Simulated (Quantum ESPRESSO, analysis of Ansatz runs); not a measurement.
# A hop of O in In2O3 (R-3c), charge 0 (Quantum ESPRESSO), part 2 of 3

Wanted: path and barrier of a jump of O in In2O3 (R-3c) at charge 0. The case: V_O hop (3.0 Å), in a cell of 80 host atoms with 1 O taken out.

Quantum ESPRESSO 7.5; Quantum ESPRESSO plane-wave DFT, PBEsol, GBRV 1.5 PBEsol potentials; nudged elastic band between two relaxed defect structures.

So far: The starting structure; Relaxation of the start point, charge 0.

**3. Relaxation of the end point, charge 0**

Level of this step: Quantum ESPRESSO plane-wave DFT, PBEsol, GBRV 1.5 PBEsol potentials; relaxation of all atoms of a defect supercell (Quantum ESPRESSO).

The end point is relaxed in the same cell and settings, so that the two energies compare. Atoms more than 3.2 Å from the middle of the hop start where the first relaxation left them, the nearer ones on or close to their ideal places, with small random displacements.

pw.in

```
&CONTROL
  calculation = 'relax'
  prefix = 'pwscf'
  outdir = './tmp'
  pseudo_dir = './pseudo'
  tprnfor = .true.
  disk_io = 'low'
  nstep = 70
  forc_conv_thr = 0.0012
  etot_conv_thr = 0.0001
/
&SYSTEM
  ibrav = 0
  nat = 79
  ntyp = 2
  ecutwfc = 36
  ecutrho = 288
  nbnd = 353
  occupations = 'fixed'
  nosym = .true.
/
&ELECTRONS
  conv_thr = 8d-08
  electron_maxstep = 100
  mixing_beta = 0.5
/
&IONS
  ion_dynamics = 'bfgs'
/
ATOMIC_SPECIES
In   114.8180 in_pbesol_v1.4.uspp.F.UPF
O     15.9990 o_pbesol_v1.2.uspp.F.UPF
CELL_PARAMETERS angstrom
   5.4978746316    3.1741994784    9.6511628677
  -5.4978746316    3.1741994784    9.6511628677
   0.0000000000   -6.3483987569    9.6511628675
ATOMIC_POSITIONS crystal
In     0.3201691737    0.3207891667    0.3256948869
In     0.4294917605    0.4299430012    0.4281728680
[... 3 atom lines left out ...]
O      0.3794992449    0.2310511498    0.0119419225
[... 4 atom lines left out ...]
In     0.3213675634    0.3201850920    0.8219662762
In     0.4287493001    0.4287554606    0.9297128151
[... 20 atom lines left out ...]
In     0.1806282629    0.6784530548    0.6785054960
[... 2 atom lines left out ...]
O      0.3757158540    0.7260017519    0.5229826368
O      0.2266701773    0.5238612082    0.8752329295
O      0.5232998307    0.3739566792    0.7271873835
[... 19 atom lines left out ...]
O      0.7729355136    0.4766166654    0.6260359313
O      0.6257348200    0.2730008198    0.9760027465
[... 9 atom lines left out ...]
O      0.6226513398    0.7803849570    0.4766473030
[... 2 atom lines left out ...]
In     0.6790540497    0.6795053748    0.6777584428
In     0.5702641517    0.5720730016    0.5713158322
[... 5 atom lines left out ...]
O      0.6251725933    0.7734878921    0.9759715412
K_POINTS gamma
```

Run with:

```console
> OMP_NUM_THREADS=1 mpirun -n 8 pw.x -in pw.in > pw.out
```

The program printed:

```text
[shortened: banners, details of potentials and solvers, and blank lines are left out]
[banner, memory and clock lines left out]
     gamma-point specific algorithms are used
     one sub-group per band group will be used
     bravais-lattice index     =            0
     lattice parameter (alat)  =      21.8300  a.u.
     unit-cell volume          =    6819.5628 (a.u.)^3
     number of atoms/cell      =           79
     number of atomic types    =            2
     number of electrons       =       698.00
     number of Kohn-Sham states=          353
     kinetic-energy cutoff     =      36.0000  Ry
     charge density cutoff     =     288.0000  Ry
     scf convergence threshold =      8.0E-08
     mixing beta               =       0.5000
     number of iterations used =            8  plain     mixing
     energy convergence thresh.=      1.0E-04
     force convergence thresh. =      1.2E-03
     Exchange-correlation= SLA  PW   PSX  PSC
                           (   1   4  10   8   0   0   0)
     nstep                     =           70
     crystal axes: (cart. coord. in units of alat)
               a(1) = (   0.475927   0.274777   0.835459 )
               a(2) = (  -0.475927   0.274777   0.835459 )
               a(3) = (   0.000000  -0.549553   0.835459 )
     PseudoPot. # 1 for In read from file:
     in_pbesol_v1.4.uspp.F.UPF
     Pseudo is Ultrasoft + core correction, Zval = 13.0
[...]
PseudoPot. # 2 for O  read from file:
     o_pbesol_v1.2.uspp.F.UPF
     Pseudo is Ultrasoft + core correction, Zval =  6.0
[...]
atomic species   valence    mass     pseudopotential
     In               13.00   114.81800     In( 1.00)
     O                 6.00    15.99900     O ( 1.00)
     No symmetry found
     site n.     atom                  positions (alat units)
         1        In     tau(   1) = (  -0.0002951  -0.0028663   0.8075990  )
         2        In     tau(   2) = (  -0.0002148   0.0008488   1.0757432  )
         3        In     tau(   3) = (   0.0004550  -0.0002766   0.4492826  )
         4        In     tau(   4) = (  -0.0007372  -0.0007709   0.1779519  )
         5        O      tau(   5) = (  -0.1672466  -0.0146870   0.5221264  )
         6        O      tau(   6) = (   0.0706504   0.1612022   0.5200667  )
         7        O      tau(   7) = (   0.0971906  -0.1371085   0.5222921  )
         8        O      tau(   8) = (   0.1648114   0.0184068   0.7297882  )
[...]
number of k points=     1
                       cart. coord. in units 2pi/alat
        k(    1) = (   0.0000000   0.0000000   0.0000000), wk =   2.0000000
     Dense  grid:   281435 G-vectors     FFT dimensions: ( 120, 120, 120)
     Smooth grid:    99485 G-vectors     FFT dimensions: (  90,  90,  90)
     starting charge     649.9999, renormalised to     698.0000
     Self-consistent Calculation
     iteration #  1     ecut=    36.00 Ry     beta= 0.50
     total energy              =   -5767.00495805 Ry
     estimated scf accuracy    <      40.22290980 Ry
     iteration #  2     ecut=    36.00 Ry     beta= 0.50
     total energy              =   -5778.14224841 Ry
     estimated scf accuracy    <       4.95157818 Ry
     iteration #  3     ecut=    36.00 Ry     beta= 0.50
     total energy              =   -5778.99932167 Ry
     estimated scf accuracy    <       0.24802565 Ry
[...]
estimated scf accuracy    <       0.00002817 Ry
     iteration # 10     ecut=    36.00 Ry     beta= 0.50
     total energy              =   -5779.02141034 Ry
     estimated scf accuracy    <       0.00000222 Ry
[... 110 further cycles ...]
     iteration #  7     ecut=    36.00 Ry     beta= 0.50
     total energy              =   -5779.08110602 Ry
     estimated scf accuracy    <          2.0E-09 Ry
     iteration #  8     ecut=    36.00 Ry     beta= 0.50
     End of self-consistent calculation
          k = 0.0000 0.0000 0.0000 ( 12405 PWs)   bands (ev):
    -8.8014  -8.4106  -8.3584  -8.3270  -8.3259  -8.3029  -8.2347  -8.2178
    -8.2111  -8.2049  -8.2023  -8.1728  -8.0857  -8.0599  -8.0580  -8.0067
    -7.9292  -7.9239  -7.8884  -7.8865  -7.8697  -7.8555  -7.8251  -7.8095
    -7.7973  -7.7946  -7.7916  -7.7857  -7.7755  -7.7676  -7.7586  -7.7521
    -7.7409  -7.7358  -7.7213  -7.7154  -7.7087  -7.7037  -7.7004  -7.6968
    -7.6925  -7.6451  -7.6401  -7.6079  -7.5655  -7.5378  -7.5349  -3.6320
    -3.6241  -3.6017  -3.5797  -3.5783  -3.5679  -3.5584  -3.5540  -3.5507
    -3.5140  -3.5103  -3.4838  -3.4827  -3.4801  -3.4614  -3.4559  -3.4528
[...]
13.0886
     highest occupied, lowest unoccupied level (ev):     9.6319   11.6849
!    total energy              =   -5779.08110602 Ry
     estimated scf accuracy    <          2.9E-10 Ry
     The total energy is the sum of the following terms:
     one-electron contribution =   -1434.29943404 Ry
     hartree contribution      =    1320.39983928 Ry
     xc contribution           =   -1540.94156405 Ry
     ewald contribution        =   -4124.23994721 Ry
     convergence has been achieved in   8 iterations
     Forces acting on atoms (cartesian axes, Ry/au):
     atom    1 type  1   force =     0.00009171    0.00054291   -0.00008954
     atom    2 type  1   force =    -0.00026788    0.00011869   -0.00014326
     atom    3 type  1   force =    -0.00057739   -0.00030940   -0.00028564
     atom    4 type  1   force =     0.00002248   -0.00029902    0.00034157
     atom    5 type  2   force =    -0.00019418    0.00019628    0.00012721
     atom    6 type  2   force =     0.00004239   -0.00039505   -0.00000824
     atom    7 type  2   force =     0.00078771   -0.00003861    0.00024561
     atom    8 type  2   force =     0.00024093   -0.00063342   -0.00052173
[...]
Total force =     0.006710     Total SCF correction =     0.000066
     Energy error            =      1.1E-04 Ry
     Gradient error          =      1.3E-03 Ry/Bohr
     number of scf cycles    =  14
     number of bfgs steps    =  13
     energy             old  =   -5779.0809938853 Ry
     energy             new  =   -5779.0811060225 Ry
     CASE: energy            _new < energy            _old
     new trust radius        =       0.0049080534 bohr
     new conv_thr            =       0.0000000009 Ry
ATOMIC_POSITIONS (crystal)
In               0.3219458303        0.3206198994        0.3216127522
In               0.4305189534        0.4283789678        0.4275091570
In               0.1784881613        0.1772692453        0.1802251164
In               0.0698279938        0.0727872312        0.0714007203
O                0.0250157818        0.3738567784        0.2269215527
O                0.3769650559        0.2207642444        0.0223780933
O                0.2276597418        0.0219000310        0.3760818014
O                0.4769947249        0.1243277494        0.2731413714
[...]
Self-consistent Calculation
     iteration #  1     ecut=    36.00 Ry     beta= 0.50
     total energy              =   -5779.08115972 Ry
     estimated scf accuracy    <       0.00004292 Ry
     iteration #  2     ecut=    36.00 Ry     beta= 0.50
     total energy              =   -5779.08116516 Ry
     estimated scf accuracy    <       0.00002683 Ry
     iteration #  3     ecut=    36.00 Ry     beta= 0.50
     total energy              =   -5779.08117104 Ry
     estimated scf accuracy    <       0.00000199 Ry
[...]
estimated scf accuracy    <       0.00000006 Ry
     iteration #  6     ecut=    36.00 Ry     beta= 0.50
     total energy              =   -5779.08117134 Ry
     estimated scf accuracy    <       0.00000001 Ry
     iteration #  7     ecut=    36.00 Ry     beta= 0.50
     total energy              =   -5779.08117134 Ry
     estimated scf accuracy    <          1.6E-09 Ry
     iteration #  8     ecut=    36.00 Ry     beta= 0.50
     End of self-consistent calculation
          k = 0.0000 0.0000 0.0000 ( 12405 PWs)   bands (ev):
    -8.8016  -8.4107  -8.3602  -8.3263  -8.3253  -8.3019  -8.2381  -8.2186
    -8.2115  -8.2044  -8.2026  -8.1713  -8.0851  -8.0606  -8.0584  -8.0053
    -7.9312  -7.9251  -7.8912  -7.8852  -7.8697  -7.8558  -7.8273  -7.8087
    -7.7995  -7.7960  -7.7928  -7.7869  -7.7768  -7.7678  -7.7584  -7.7506
    -7.7402  -7.7352  -7.7206  -7.7160  -7.7076  -7.7024  -7.6985  -7.6948
    -7.6918  -7.6443  -7.6395  -7.6071  -7.5656  -7.5366  -7.5337  -3.6318
    -3.6246  -3.6020  -3.5808  -3.5791  -3.5682  -3.5588  -3.5550  -3.5524
    -3.5150  -3.5107  -3.4846  -3.4840  -3.4808  -3.4626  -3.4577  -3.4538
[...]
13.0871
     highest occupied, lowest unoccupied level (ev):     9.6316   11.6829
!    total energy              =   -5779.08117134 Ry
     estimated scf accuracy    <          1.8E-10 Ry
     The total energy is the sum of the following terms:
     one-electron contribution =   -1434.24020373 Ry
     hartree contribution      =    1320.36957840 Ry
     xc contribution           =   -1540.94195234 Ry
     ewald contribution        =   -4124.26859366 Ry
     convergence has been achieved in   8 iterations
     Forces acting on atoms (cartesian axes, Ry/au):
     atom    1 type  1   force =     0.00020068    0.00025867    0.00003629
     atom    2 type  1   force =     0.00002256    0.00000124    0.00003781
     atom    3 type  1   force =    -0.00039350    0.00031774   -0.00002704
     atom    4 type  1   force =    -0.00018614   -0.00042417    0.00004548
     atom    5 type  2   force =    -0.00033003    0.00014031    0.00021948
     atom    6 type  2   force =    -0.00000558   -0.00061331   -0.00029580
     atom    7 type  2   force =     0.00066637   -0.00026245    0.00020154
     atom    8 type  2   force =    -0.00003506   -0.00041512   -0.00013031
[...]
Total force =     0.005146     Total SCF correction =     0.000052
     Energy error            =      6.5E-05 Ry
     Gradient error          =      1.1E-03 Ry/Bohr
     bfgs converged in  15 scf cycles and  14 bfgs steps
     (criteria: energy <  1.0E-04 Ry, force <  1.2E-03 Ry/Bohr)
     End of BFGS Geometry Optimization
     Final energy             =   -5779.0811713424 Ry
Begin final coordinates
ATOMIC_POSITIONS (crystal)
In               0.3219458303        0.3206198994        0.3216127522
In               0.4305189534        0.4283789678        0.4275091570
In               0.1784881613        0.1772692453        0.1802251164
In               0.0698279938        0.0727872312        0.0714007203
O                0.0250157818        0.3738567784        0.2269215527
O                0.3769650559        0.2207642444        0.0223780933
O                0.2276597418        0.0219000310        0.3760818014
O                0.4769947249        0.1243277494        0.2731413714
[...]
End final coordinates
```

Wall time 11 min (8 MPI ranks of Arm Neoverse V1, shared host); peak memory 2.3 GiB.

Relaxation path:

| step | energy less that of the first step (eV) |
| --- | --- |
| 0 | 0.0000 |
| 1 | -0.3088 |
| 2 | -0.5130 |
| 3 | -0.6660 |
| 4 | -0.7146 |
| 5 | -0.7542 |
| 6 | -0.7723 |
| 7 | -0.7837 |
| 8 | -0.7926 |
| 9 | -0.7999 |
| 10 | -0.8048 |
| 11 | -0.8083 |
| 12 | -0.8107 |
| 13 | -0.8122 |
| 14 | -0.8131 |

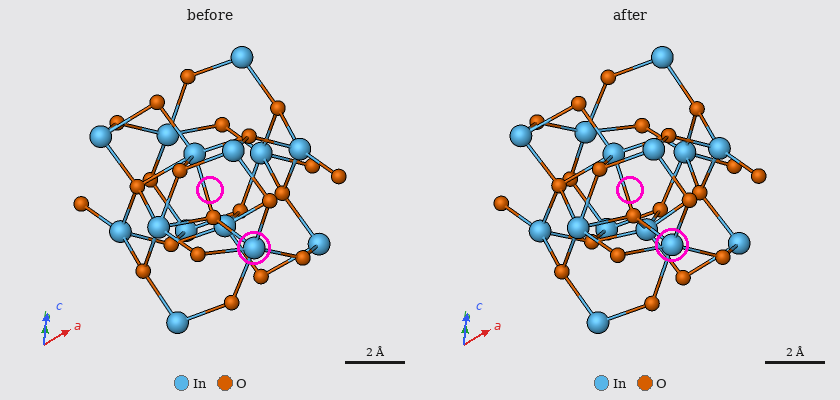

Before and after: the atoms that start within 5 Å of the centre. In53, which moves most, is ringed if it is among them. A ring with no atom in it marks the middle of the ideal hop.

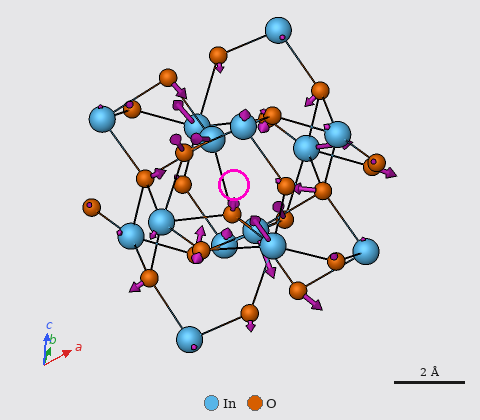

Displacements in the relaxation near the centre, exaggerated; the longest in the cell stands for 0.16 Å. A ring marks the middle of the ideal hop wherever no atom is near it.

The atoms that moved most (Å):

| atom | dx | dy | dz | length |
| --- | --- | --- | --- | --- |
| In53 | -0.127 | -0.019 | 0.090 | 0.157 |
| In12 | 0.058 | -0.110 | -0.090 | 0.153 |
| In31 | -0.127 | -0.017 | 0.078 | 0.151 |
| In73 | 0.065 | 0.092 | -0.094 | 0.146 |
| In72 | 0.054 | 0.085 | 0.097 | 0.140 |
| O69 | 0.059 | -0.110 | -0.027 | 0.128 |
| O6 | 0.043 | -0.107 | -0.023 | 0.117 |
| O58 | -0.086 | -0.033 | -0.021 | 0.095 |

Neighbours of O38 at the end:

| atom | distance (Å) |
| --- | --- |
| In73 | 2.111 |
| In53 | 2.168 |
| In12 | 2.210 |
| In11 | 2.309 |
| O37 | 2.770 |
| O6 | 2.836 |
| O18 | 2.991 |
| O58 | 3.002 |

Numbers from this step:

```yaml
highest_filled_level: 9.632 eV
lowest_empty_level: 11.68 eV
r_m_s_move_of_the_farther_half_of_the_atoms: 0.02523 Å
largest_move_from_the_ideal_geometry_of_this_structure_a_common_shift_of_the_far_atoms_taken_out: 0.1581 Å
```

The relaxation gained 0.813 eV and ended with a largest force component of 0.029 eV/Å. The end lies within 1 meV of the start.

(Part 2 of 3 ends here.)

[Logs are printed without paths, hosts, clocks, repeated set-up lines and the standing remarks that a program may print on its own settings, such as how far it seeks lower states.]

[Hosts, paths, dates, database ids (printed as entryN), source tags and the programs' standing remarks are cut or masked in the printed files.]
